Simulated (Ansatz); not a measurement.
```yaml
atoms:
  - { symbol: Si, position_ang: [-0.3086, 0.4485, -1.1868] }
  - { symbol: Cl, position_ang: [0.6601, -2.9991, 0.0185] }
  - { symbol: H, position_ang: [1.0181, -0.0395, -1.5994] }
  - { symbol: H, position_ang: [-1.3740, -0.5679, -1.1757] }
  - { symbol: Cl, position_ang: [-0.8684, 1.9387, -2.4881] }
  - { symbol: H, position_ang: [0.2796, -0.0781, 1.4756] }
  - { symbol: N, position_ang: [-0.1554, 1.0653, 0.4464] }
  - { symbol: H, position_ang: [0.6653, -2.1896, 1.0388] }
  - { symbol: F, position_ang: [0.5461, -0.7914, 2.0880] }
  - { symbol: H, position_ang: [0.5567, 1.7803, 0.5519] }
  - { symbol: H, position_ang: [-1.0193, 1.4328, 0.8308] }
```

The product side of a reaction path; geometry: PBE0-D4/def2-TZVP.

Level of theory: Ansatz 0.2.0, RKS PBE0-D4/def2-TZVPP.

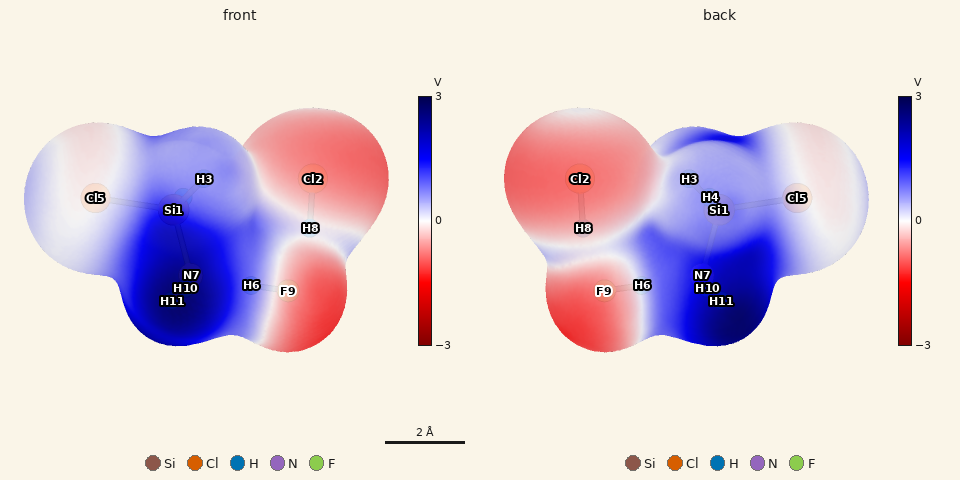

ClH4NSi···HCl···HF. The electrostatic potential painted on the density surface at 0.002 e/bohr³, seen from the front and from behind; red is negative and blue positive.

### Which sites attract a positive test charge, and which a negative one?

A positive charge is drawn to the negative regions and a negative charge to the positive ones. The most negative region (about −1.2 V) lies over F9, the most positive (about +2.7 V) over H10 and H11.
